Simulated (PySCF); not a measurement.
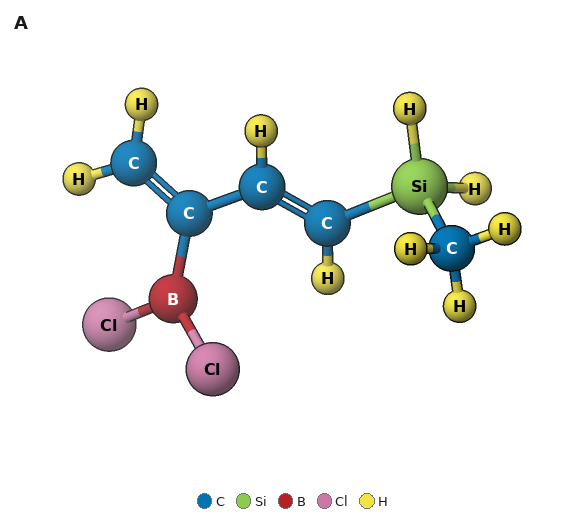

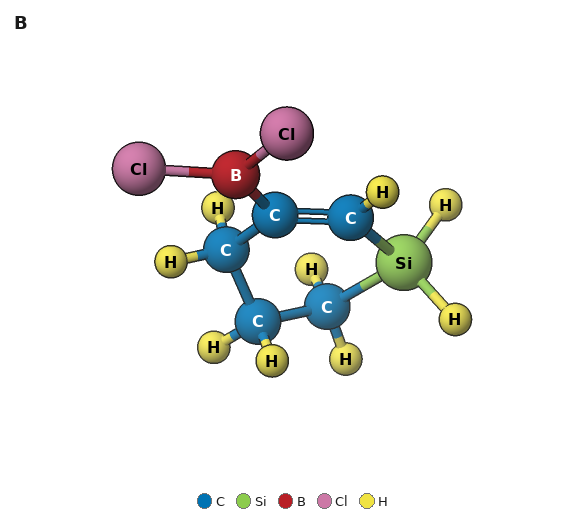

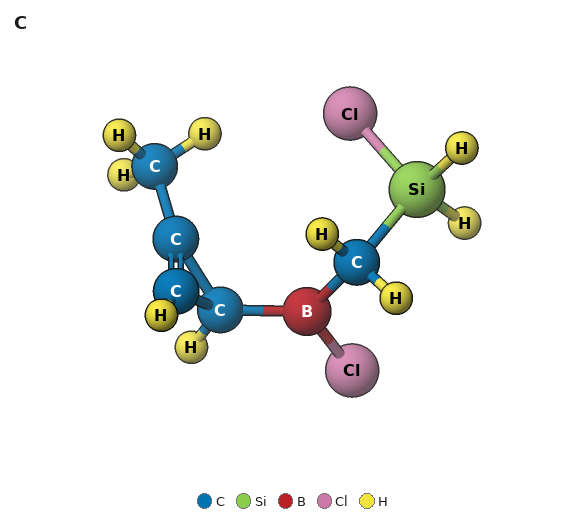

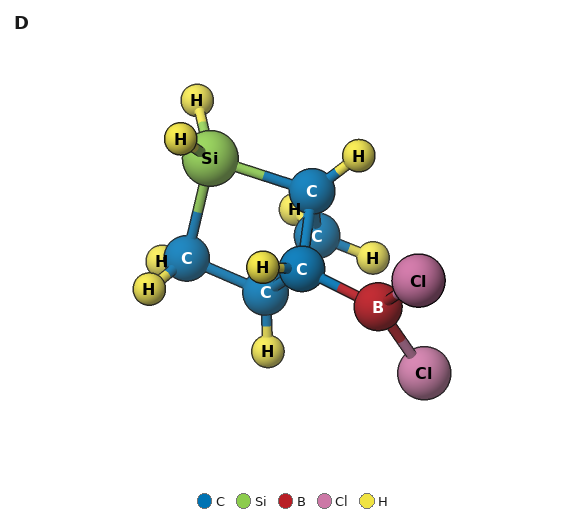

4 stationary structures of one formula. Geometries: GFN2-xTB. Electronic energies: PBE0/pcSseg-1 (PySCF 2.14.0), without zero-point energy. No frequency run is at hand to confirm each as a minimum. Each is one conformer, not always the lowest.

### Are they conformers, stereoisomers or constitutional isomers?

They are constitutional isomers of C5H9BCl2Si: A `C=C(/C=C/[SiH2]C)B(Cl)Cl`, B `ClB(Cl)C1=C[SiH2]CCC1`, C `CC1=C[C@@H]1B(Cl)C[SiH2]Cl`, D `ClB(Cl)[C@@H]1[C@H]2C[SiH2][C@@H]1C2`.

### Which structure is the most stable?

B is lowest; D lies 66.7 kJ/mol above it, A lies 81.0 kJ/mol above it, C lies 148.0 kJ/mol above it.

The geometry is semi-empirical. Around B, Si such bond lengths and angles can be off by a tenth of an ångström or more and by several degrees, and values that hang on the shape move with them.
